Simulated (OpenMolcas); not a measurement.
```
&GATEWAY
Basis set
V.ANO-RCC-VDZP.
V1 0.0 0.0 0.0 Angstrom
End of basis
Basis set
F.ANO-RCC-VDZP.
L1 1.285759 1.285759 1.285759 Angstrom
L2 1.285759 1.285759 -1.285759 Angstrom
L3 1.285759 -1.285759 1.285759 Angstrom
L4 1.285759 -1.285759 -1.285759 Angstrom
End of basis
Basis set
Ca.EMB-AIMP.Pascual.0s.0s.ECP.CaF2.
PseudoCharge
* 21 symmetry-unique lattice sites within 7.6 angstrom
End of basis
Basis set
F.EMB-AIMP.Pascual.0s.0s.ECP.CaF2.
PseudoCharge
* 40 symmetry-unique lattice sites within 7.6 angstrom
End of basis
Symmetry
XYZ
AngMom=0.0 0.0 0.0
AMFI
RICD
XField
1348 Angstrom 0
* Evjen-weighted lattice charges
&SEWARD
&RASSCF
FileOrb=start.orb
Symmetry=1
Spin=4
nActEl=3 0 0
Inactive=23 26
Ras2=5 0
CIRoot=10 10 1
SDav=10
CIMx=300
Iter=150 100
PrWF=0.3
OrbListing=Nothing
MaxOrb=0
LevShft=1.0
>>> COPY $Project.JobIph JOB001
&RASSCF
FileOrb=start.orb
Symmetry=1
Spin=2
nActEl=3 0 0
Inactive=23 26
Ras2=5 0
CIRoot=40 40 1
SDav=40
CIMx=300
Iter=150 100
PrWF=0.3
OrbListing=Nothing
MaxOrb=0
LevShft=1.0
>>> COPY $Project.JobIph JOB002
&RASSI
NrOfJobIphs=2 10 40
1 2 3 4 5 6 7 8 9 10
1 2 3 4 5 6 7 8 9 10 11 12 13 14 15 16 17 18 19 20 21 22 23 24 25 26 27
28 29 30 31 32 33 34 35 36 37 38 39 40
IphNames
JOB001
JOB002
EJob
SpinOrbit
DIPRint=1.0
SOCoupling=1000.0
Subsets=2
Property=9
'ANGMOM' 1 'ANGMOM' 2 'ANGMOM' 3 'MLTPL  1' 1 'MLTPL  1' 2 'MLTPL  1' 3
'AMFI' 1 'AMFI' 2 'AMFI' 3
SOProperty=3
'ANGMOM' 1 'ANGMOM' 2 'ANGMOM' 3
>>> COPY JOB001 $Project.JobIph
&CASPT2
Multistate=10 1 2 3 4 5 6 7 8 9 10
NoMult
Frozen=6 7
IPEA=0.25
Imaginary=0.1
MaxIter=60
WThr=0.0 0.3 0.05
PrWF=0.5
NoMix
>>> COPY JOB002 $Project.JobIph
&CASPT2
Multistate=40 1 2 3 4 5 6 7 8 9 10 11 12 13 14 15 16 17 18 19 20 21 22
23 24 25 26 27 28 29 30 31 32 33 34 35 36 37 38 39 40
NoMult
Frozen=6 7
IPEA=0.25
Imaginary=0.1
MaxIter=60
WThr=0.0 0.3 0.05
PrWF=0.5
NoMix
```

Command:
```bash
OMP_NUM_THREADS=1 MOLCAS_MEM=2457 MOLCAS_PROJECT=a pymolcas a.inp > a.log  # once for each step of the input, in one work folder
```

The CASPT2 energies were then put on the diagonal of the RASSI spin-orbit matrix.

Computed with OpenMolcas: state-averaged SS-CASPT2, IPEA shift 0.25, imaginary shift 0.1 hartree, closed shells 3s 3p correlated, active space 3 electrons in the shell 3d, basis ANO-RCC-VDZP on all atoms, DKH2 scalar Hamiltonian, spin-orbit coupling by RASSI with atomic mean-field integrals. Powder susceptibility by Van Vleck's formula.

V²⁺ (3d³) as a dopant in CaF₂, a cluster with its 8 nearest F⁻ at 2.227 Å (cube) embedded in model potentials and point charges; the geometry was set, not optimised. The cluster and the levels that result:

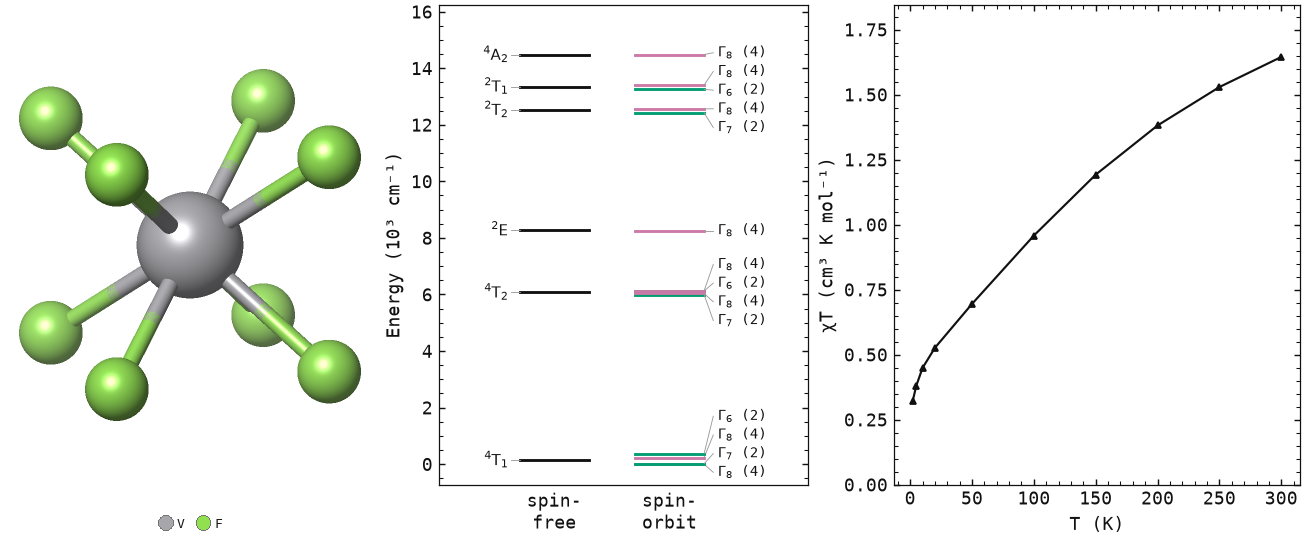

Labels give the representation in O, Td, D4 or D3 as the site allows (double group for half-integer spin) where it could be assigned and, in brackets, the degeneracy; spin-free states, where drawn, share the zero of the spin-orbit levels.

The ground level is Γ₈, 4-fold degenerate, 100 % from states of spin multiplicity 4. The next level lies at 13 cm⁻¹ (Γ₇). The lowest spin-free state is ⁴T₁, from the free-ion F term; of the same spin there follow at 5,930 cm⁻¹ (⁴T₂) and 14,300 cm⁻¹ (⁴A₂) above it. χT is 0.320 cm³ K mol⁻¹ at 2 K and 1.64 at 300 K, an effective moment of 3.63 μB.

Known limits: the geometry is set by hand, with no relaxation and no charge compensation.
